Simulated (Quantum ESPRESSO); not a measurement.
# Commensurate spirals of Nickel

Wanted: E(q) of Nickel at simple fractions of a reciprocal vector.

Method: LDA; plane waves with GBRV 1.5 LDA potentials, no spin-orbit coupling, flat spiral in a supercell, in Quantum ESPRESSO 7.5.

### Step 1. Starting point

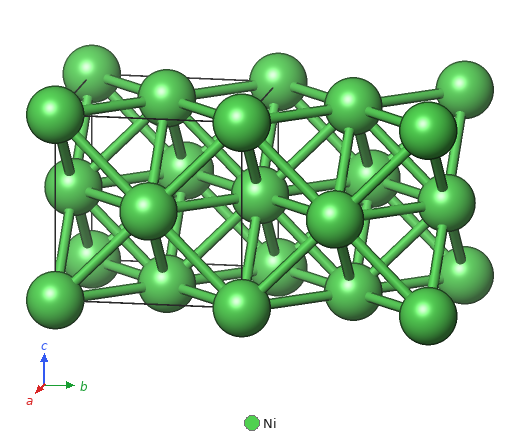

The starting structure, seen slightly off an axis (nickel green). 1×2×1 cells are drawn. This picture shows the conventional cell, with its axes. Some periodic images of atoms are drawn too.

The cell comes from the Crystallography Open Database.

### Step 2. Parallel moments, one cell

Contents of pw.in:

```
&CONTROL
  calculation = 'scf'
  prefix = 'pwscf'
  outdir = './tmp'
  pseudo_dir = './pseudo'
  disk_io = 'nowf'
/
&SYSTEM
  ibrav = 0
  nat = 1
  ntyp = 1
  ecutwfc = 34
  ecutrho = 238
  nbnd = 30
  occupations = 'smearing'
  smearing = 'fd'
  degauss = 0.00999582
  noncolin = .true.
  starting_magnetization(1) = 0.0556
  angle1(1) = 90
  angle2(1) = 0
/
&ELECTRONS
  conv_thr = 1d-08
  electron_maxstep = 150
  mixing_beta = 0.3
/
ATOMIC_SPECIES
Ni     58.6934 ni_lda_v1.4.uspp.F.UPF
CELL_PARAMETERS bohr
   0.0000000000    3.3295745994    3.3295745994
   3.3295745994    0.0000000000    3.3295745994
   3.3295745994    3.3295745994    0.0000000000
ATOMIC_POSITIONS crystal
Ni      0.0000000000    0.0000000000    0.0000000000
K_POINTS automatic
12 8 8 0 0 0
```

Launch:

```bash
OMP_NUM_THREADS=1 mpirun -n 4 pw.x -nk 4 -in pw.in > pw.out
```

Log:

```text
Program PWSCF v.7.5 starts

     Message from routine setup:
     using ibrav=0 with symmetry is DISCOURAGED, use correct ibrav instead

     K-points division:     npool     =       4
     Subspace diagonalization in iterative solution of the eigenvalue problem:

     G-vector sticks info
     --------------------
     sticks:   dense  smooth     PW     G-vecs:    dense   smooth      PW
     Sum         367     211     85                 4621     1989     459

     Using Slab Decomposition

     bravais-lattice index     =            0
     lattice parameter (alat)  =       4.7087  a.u.
     unit-cell volume          =      73.8238 (a.u.)^3
     number of atoms/cell      =            1
     number of atomic types    =            1
     number of electrons       =        18.00
     number of Kohn-Sham states=           30
     kinetic-energy cutoff     =      34.0000  Ry
     charge density cutoff     =     238.0000  Ry
     scf convergence threshold =      1.0E-08
     mixing beta               =       0.3000
     number of iterations used =            8  plain     mixing
     Exchange-correlation=  SLA  PZ   NOGX NOGC
                           (   1   1   0   0   0   0   0)
     Noncollinear calculation without spin-orbit

     celldm(1)=   4.708730  celldm(2)=   0.000000  celldm(3)=   0.000000
     celldm(4)=   0.000000  celldm(5)=   0.000000  celldm(6)=   0.000000

     crystal axes: (cart. coord. in units of alat)
               a(1) = (   0.000000   0.707107   0.707107 )
               a(2) = (   0.707107   0.000000   0.707107 )
               a(3) = (   0.707107   0.707107   0.000000 )

     reciprocal axes: (cart. coord. in units 2 pi/alat)
               b(1) = ( -0.707107  0.707107  0.707107 )
               b(2) = (  0.707107 -0.707107  0.707107 )
               b(3) = (  0.707107  0.707107 -0.707107 )

     PseudoPot. # 1 for Ni read from file:
     ni_lda_v1.4.uspp.F.UPF
     Pseudo is Ultrasoft + core correction, Zval = 18.0
     Generated by new atomic code, or converted to UPF format
     Using radial grid of  865 points,  6 beta functions with:
                l(1) =   0
                l(2) =   0
                l(3) =   1
                l(4) =   1
                l(5) =   2
                l(6) =   2
     Q(r) pseudized with 10 coefficients,  rinner =    0.980   0.980   0.980
                                                       0.980   0.980

     atomic species   valence    mass     pseudopotential
     Ni               18.00    58.69340     Ni( 1.00)

     16 Sym. Ops., with inversion, found

   Cartesian axes

     site n.     atom                  positions (alat units)
         1        Ni     tau(   1) = (   0.0000000   0.0000000   0.0000000  )

     number of k points=   307  Fermi-Dirac smearing, width (Ry)=  0.0100

     Number of k-points >= 100: set verbosity='high' to print them.

     Dense  grid:     4621 G-vectors     FFT dimensions: (  24,  24,  24)

     Smooth grid:     1989 G-vectors     FFT dimensions: (  18,  18,  18)

     Check: negative core charge=   -0.000016
     Generating pointlists ...
     new r_m :   0.4125 (alat units)  1.9424 (a.u.) for type    1

     Initial potential from superposition of free atoms

     starting charge      16.0000, renormalised to      18.0000

 ==============================================================================
     atom number    1 relative position :    0.0000   0.0000   0.0000
     charge :    17.672885  (integrated on a sphere of radius 0.412)
     magnetization :          0.982612    0.000000    0.000000
     magnetization/charge:    0.055600    0.000000    0.000000
     polar coord.: r, theta, phi [deg] :     0.982612   90.000000    0.000000

 ==============================================================================
     Starting wfcs are   26 randomized atomic wfcs +    4 random wfcs

     Self-consistent Calculation

     iteration #  1     ecut=    34.00 Ry     beta= 0.30
     Davidson diagonalization with overlap
     ethr =  1.00E-02,  avg # of iterations =  5.0

     total energy              =    -336.35261623 Ry
     estimated scf accuracy    <      32.71873632 Ry

     total magnetization       =     0.19    -0.00    -0.00 Bohr mag/cell
     absolute magnetization    =     0.21 Bohr mag/cell

     iteration #  2     ecut=    34.00 Ry     beta= 0.30
     Davidson diagonalization with overlap
     ethr =  1.00E-02,  avg # of iterations =  3.0

     total energy              =    -342.87538353 Ry
     estimated scf accuracy    <       1.40467963 Ry

     total magnetization       =     0.37    -0.00    -0.00 Bohr mag/cell
     absolute magnetization    =     0.43 Bohr mag/cell

     iteration #  3     ecut=    34.00 Ry     beta= 0.30
     Davidson diagonalization with overlap
     ethr =  7.80E-03,  avg # of iterations =  1.9

     total energy              =    -343.15167400 Ry
     estimated scf accuracy    <       0.05626673 Ry

     total magnetization       =     0.65    -0.00    -0.00 Bohr mag/cell
     absolute magnetization    =     0.71 Bohr mag/cell

     [... further iterations left out ...]

     iteration #  8     ecut=    34.00 Ry     beta= 0.30
     Davidson diagonalization with overlap
     ethr =  2.94E-08,  avg # of iterations =  2.0

     total energy              =    -343.16243022 Ry
     estimated scf accuracy    <       0.00000100 Ry

     total magnetization       =     0.64     0.00    -0.00 Bohr mag/cell
     absolute magnetization    =     0.70 Bohr mag/cell

     iteration #  9     ecut=    34.00 Ry     beta= 0.30
     Davidson diagonalization with overlap
     ethr =  5.56E-09,  avg # of iterations =  2.0

     total energy              =    -343.16243057 Ry
     estimated scf accuracy    <       0.00000010 Ry

     total magnetization       =     0.64     0.00     0.00 Bohr mag/cell
     absolute magnetization    =     0.70 Bohr mag/cell

     iteration # 10     ecut=    34.00 Ry     beta= 0.30
     Davidson diagonalization with overlap
     ethr =  5.30E-10,  avg # of iterations =  1.0

     total energy              =    -343.16243058 Ry
     estimated scf accuracy    <       0.00000005 Ry

     total magnetization       =     0.64     0.00    -0.00 Bohr mag/cell
     absolute magnetization    =     0.70 Bohr mag/cell

     iteration # 11     ecut=    34.00 Ry     beta= 0.30
     Davidson diagonalization with overlap
     ethr =  2.94E-10,  avg # of iterations =  2.0

 ==============================================================================
     atom number    1 relative position :    0.0000   0.0000   0.0000
     charge :    16.711547  (integrated on a sphere of radius 0.412)
     magnetization :          0.666609   -0.000000   -0.000000
     magnetization/charge:    0.039889   -0.000000   -0.000000
     polar coord.: r, theta, phi [deg] :     0.666609   90.000000   -0.000000

 ==============================================================================

     End of self-consistent calculation

     Number of k-points >= 100: set verbosity='high' to print the bands.

     the Fermi energy is    17.2635 ev

!    total energy              =    -343.16243061 Ry
     estimated scf accuracy    <          3.4E-10 Ry
     smearing contrib. (-TS)   =      -0.00741656 Ry
     internal energy E=F+TS    =    -343.15501405 Ry

     The total energy is F=E-TS. E is the sum of the following terms:
     one-electron contribution =    -192.48704984 Ry
     hartree contribution      =     107.43107460 Ry
     xc contribution           =     -35.02319714 Ry
     ewald contribution        =    -223.07584166 Ry

     total magnetization       =     0.64    -0.00    -0.00 Bohr mag/cell
     absolute magnetization    =     0.70 Bohr mag/cell

     convergence has been achieved in  11 iterations

=------------------------------------------------------------------------------=
   JOB DONE.
=------------------------------------------------------------------------------=
```

It took 26 s on 4 MPI ranks of Arm Neoverse V1, shared host; peak memory 0.27 GiB.

Spin moment in the atom's sphere by atom:

```csv
atom,x (μB),y (μB),z (μB),size
Ni1,0.667,0.000,0.000,0.667
```

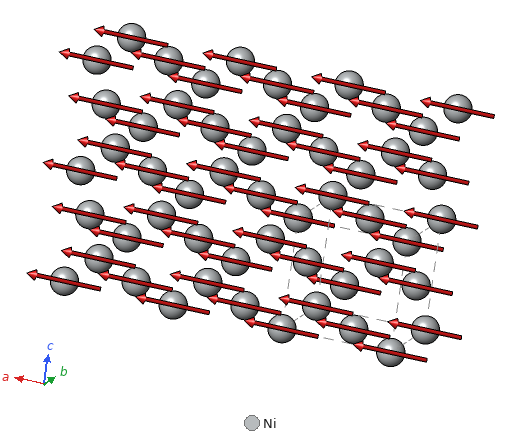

Spin moment in the atom's sphere as arrows, the longest 0.667 μB. 3×1×2 conventional cells are drawn. Some periodic images of atoms are drawn too.

Numbers from this step:

```yaml
smearing_term_ts: 0.1009 eV
magnetization: 0.638, 0, 0 μB
absolute_magnetization: 0.704 μB
final_state: ferromagnetic
```

### Step 3. One turn in 2 cells along the input cell's a

Neighbouring cells are turned by 180° in the xy plane; the cell holds 2 atoms.

Contents of pw.in:

```
&CONTROL
  calculation = 'scf'
  prefix = 'pwscf'
  outdir = './tmp'
  pseudo_dir = './pseudo'
  disk_io = 'nowf'
/
&SYSTEM
  ibrav = 0
  nat = 2
  ntyp = 2
  ecutwfc = 34
  ecutrho = 238
  nbnd = 50
  occupations = 'smearing'
  smearing = 'fd'
  degauss = 0.00999582
  noncolin = .true.
  starting_magnetization(1) = 0.0556
  angle1(1) = 90
  angle2(1) = 0
  starting_magnetization(2) = 0.0556
  angle1(2) = 90
  angle2(2) = 180
/
&ELECTRONS
  conv_thr = 2d-08
  electron_maxstep = 150
  mixing_beta = 0.3
/
ATOMIC_SPECIES
Ni1    58.6934 ni_lda_v1.4.uspp.F.UPF
Ni2    58.6934 ni_lda_v1.4.uspp.F.UPF
CELL_PARAMETERS bohr
   0.0000000000    6.6591491988    6.6591491988
   3.3295745994    0.0000000000    3.3295745994
   3.3295745994    3.3295745994    0.0000000000
ATOMIC_POSITIONS crystal
Ni1     0.0000000000    0.0000000000    0.0000000000
Ni2     0.5000000000    0.0000000000    0.0000000000
K_POINTS automatic
6 8 8 0 0 0
```

Log:

```text
     [... lines left out ...]
Program PWSCF v.7.5 starts
     [... lines left out ...]
     number of atoms/cell      =            2
     [... lines left out ...]
     number of electrons       =        36.00
     number of Kohn-Sham states=           50
     kinetic-energy cutoff     =      34.0000  Ry
     charge density cutoff     =     238.0000  Ry
     scf convergence threshold =      2.0E-08
     [... lines left out ...]
     Noncollinear calculation without spin-orbit
     [... lines left out ...]
      4 Sym. Ops., with inversion, found
     [... lines left out ...]
     number of k points=   192  Fermi-Dirac smearing, width (Ry)=  0.0100
     [... lines left out ...]
     iteration # 23     ecut=    34.00 Ry     beta= 0.30
     [... lines left out ...]
     atom number    1 relative position :    0.0000   0.0000   0.0000
     [... lines left out ...]
     magnetization :          0.000209   -0.000201   -0.000201
     [... lines left out ...]
     atom number    2 relative position :    0.0000   0.3536   0.3536
     [... lines left out ...]
     magnetization :         -0.000194   -0.000200   -0.000200
     [... lines left out ...]
     the Fermi energy is    17.1252 ev
!    total energy              =    -686.32087081 Ry
     estimated scf accuracy    <          3.1E-09 Ry
     smearing contrib. (-TS)   =      -0.02208133 Ry
     [... lines left out ...]
     total magnetization       =     0.00    -0.00    -0.00 Bohr mag/cell
     absolute magnetization    =     0.00 Bohr mag/cell
     convergence has been achieved in  23 iterations
```

Wall time 1.9 min (4 MPI ranks); peak memory 0.41 GiB.

Spin moment in the atom's sphere by atom:

```csv
atom,x (μB),y (μB),z (μB),size
Ni1,0.0002,-0.0002,-0.0002,0.0003
Ni2,-0.0002,-0.0002,-0.0002,0.0003
```

Numbers from this step:

```yaml
smearing_term_ts: 0.3004 eV
magnetization: 0, 0, 0 μB
absolute_magnetization: 0 μB
final_state: non-magnetic
```

### Step 4. One turn in 3 cells along the input cell's a

Neighbouring cells are turned by 120° in the xy plane; the cell holds 3 atoms.

Contents of pw.in:

```
&CONTROL
  calculation = 'scf'
  prefix = 'pwscf'
  outdir = './tmp'
  pseudo_dir = './pseudo'
  disk_io = 'nowf'
/
&SYSTEM
  ibrav = 0
  nat = 3
  ntyp = 3
  ecutwfc = 34
  ecutrho = 238
  nbnd = 72
  occupations = 'smearing'
  smearing = 'fd'
  degauss = 0.00999582
  noncolin = .true.
  starting_magnetization(1) = 0.0556
  angle1(1) = 90
  angle2(1) = 0
  starting_magnetization(2) = 0.0556
  angle1(2) = 90
  angle2(2) = 120.001
  starting_magnetization(3) = 0.0556
  angle1(3) = 90
  angle2(3) = -120.001
/
&ELECTRONS
  conv_thr = 3d-08
  electron_maxstep = 150
  mixing_beta = 0.3
/
ATOMIC_SPECIES
Ni1    58.6934 ni_lda_v1.4.uspp.F.UPF
Ni2    58.6934 ni_lda_v1.4.uspp.F.UPF
Ni3    58.6934 ni_lda_v1.4.uspp.F.UPF
CELL_PARAMETERS bohr
   0.0000000000    9.9887237982    9.9887237982
   3.3295745994    0.0000000000    3.3295745994
   3.3295745994    3.3295745994    0.0000000000
ATOMIC_POSITIONS crystal
Ni1     0.0000000000    0.0000000000    0.0000000000
Ni2     0.3333333333    0.0000000000    0.0000000000
Ni3     0.6666666667    0.0000000000    0.0000000000
K_POINTS automatic
4 8 8 0 0 0
```

Log:

```text
     [... lines left out ...]
Program PWSCF v.7.5 starts
     [... lines left out ...]
     number of atoms/cell      =            3
     [... lines left out ...]
     number of electrons       =        54.00
     number of Kohn-Sham states=           72
     kinetic-energy cutoff     =      34.0000  Ry
     charge density cutoff     =     238.0000  Ry
     scf convergence threshold =      3.0E-08
     [... lines left out ...]
     Noncollinear calculation without spin-orbit
     [... lines left out ...]
     No symmetry found
     [... lines left out ...]
     number of k points=   448  Fermi-Dirac smearing, width (Ry)=  0.0100
     [... lines left out ...]
     iteration # 23     ecut=    34.00 Ry     beta= 0.30
     [... lines left out ...]
     atom number    1 relative position :    0.0000   0.0000   0.0000
     [... lines left out ...]
     magnetization :         -0.002253    0.000959   -0.000004
     [... lines left out ...]
     atom number    2 relative position :    0.0000   0.2357   0.2357
     [... lines left out ...]
     magnetization :          0.001835   -0.001486   -0.000004
     [... lines left out ...]
     atom number    3 relative position :    0.0000   0.4714   0.4714
     [... lines left out ...]
     magnetization :          0.000771    0.001576    0.000000
     [... lines left out ...]
     the Fermi energy is    17.1252 ev
!    total energy              =   -1029.48130616 Ry
     estimated scf accuracy    <       0.00000002 Ry
     smearing contrib. (-TS)   =      -0.03312189 Ry
     [... lines left out ...]
     total magnetization       =     0.00     0.00    -0.00 Bohr mag/cell
     absolute magnetization    =     0.01 Bohr mag/cell
     convergence has been achieved in  23 iterations
```

The job ended after 11 min (4 MPI ranks; peak memory 1 GiB).

Spin moment in the atom's sphere by atom:

```csv
atom,x (μB),y (μB),z (μB),size
Ni1,-0.0023,0.0010,0.0000,0.0025
Ni2,0.0018,-0.0015,0.0000,0.0023
Ni3,0.0008,0.0016,0.0000,0.0018
```

Numbers from this step:

- smearing term TS: 0.4506 eV
- magnetization: 0, 0.001, 0 μB
- absolute magnetization: 0.007 μB
- final state: non-magnetic

[end of part 1 of 2]

[Logs and program files are shortened in this print: banners, set-up blocks, solver, clock and traceback lines can be left out without a mark of their own.]

[Logs are printed without paths, hosts, clocks, repeated set-up lines and the standing remarks that a program may print on its own settings, such as how far it seeks lower states.]

[Hosts, paths, dates, database ids (printed as entryN), source tags and the programs' standing remarks are cut or masked in the printed files.]

[Where a cell is said to come from a database of computed structures, the database is the Materials Project.]
